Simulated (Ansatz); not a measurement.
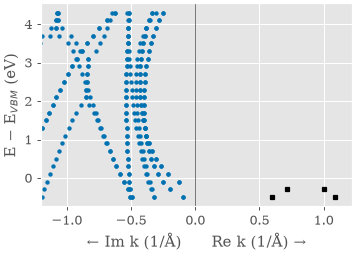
Figure. Complex bands at the centre of the two-dimensional zone; r2SCAN (Ansatz, an electronic-structure program)

No gap correction and no spin-orbit coupling; mid-gap values are interpolated between computed energies.

Problem. This is BN (P6_3/mmc, 4 atoms a cell, 9.6 Å³ an atom) along the normal of (111). Read off the slowest decay at the centre of the two-dimensional zone at 2.10 eV, the computed energy nearest the middle of the gap.

Solution. κ ≈ 0.40 1/Å, a decay length 1/(2κ) of the density of 1.2 Å.
